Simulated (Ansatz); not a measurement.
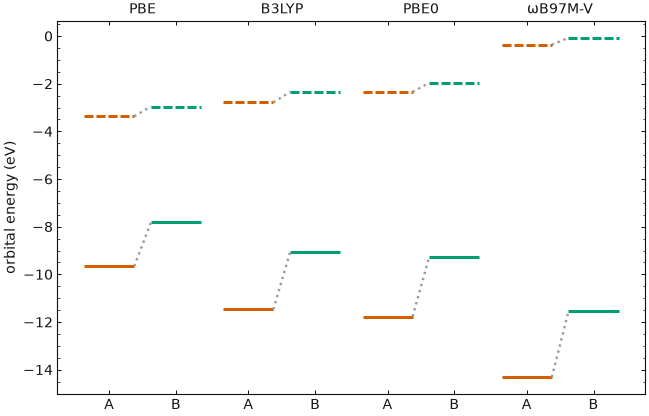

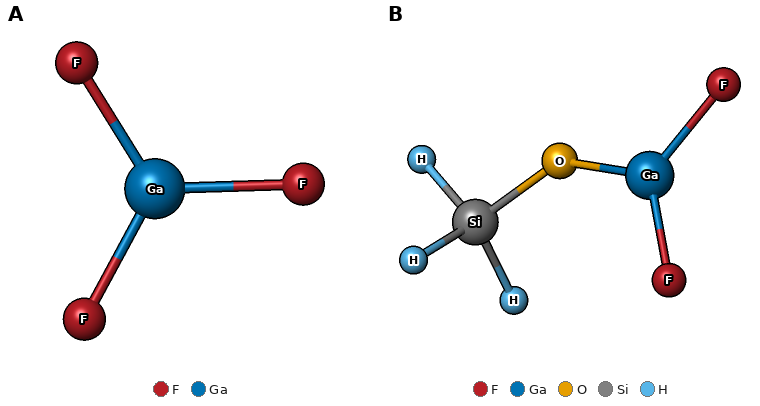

One change: A, GaF₃ (SMILES [F][Ga]([F])[F]), becomes B, GaSiH₃OF₂ (SMILES [F][Ga]([F])[O][SiH3]). F on Ga is replaced by SiH₃O (bound through O). HOMO (solid) and LUMO (dashed) computed in def2-TZVPP at PBE0-D4/def2-TZVP geometries, both minima by their frequencies, gas phase, the Ansatz code 0.2.0.

### What does the change do to HOMO and LUMO?

PBE: the HOMO rises by 1.85 eV, the LUMO rises by 0.41 eV, and the separation goes from 6.29 to 4.86 eV. B3LYP: the HOMO rises by 2.41 eV, the LUMO rises by 0.44 eV, and the separation goes from 8.68 to 6.72 eV. PBE0: the HOMO rises by 2.51 eV, the LUMO rises by 0.39 eV, and the separation goes from 9.43 to 7.30 eV. ωB97M-V: the HOMO rises by 2.76 eV, the LUMO rises by 0.29 eV, and the separation goes from 13.95 to 11.48 eV.

### Do the functionals agree on the effect?

They agree on the direction for both levels; the HOMO shift lies between 1.85 and 2.76 eV and the LUMO shift between 0.29 and 0.44 eV, while the separations themselves differ by up to 7.7 eV between functionals.

Note: one conformer of each flexible molecule.
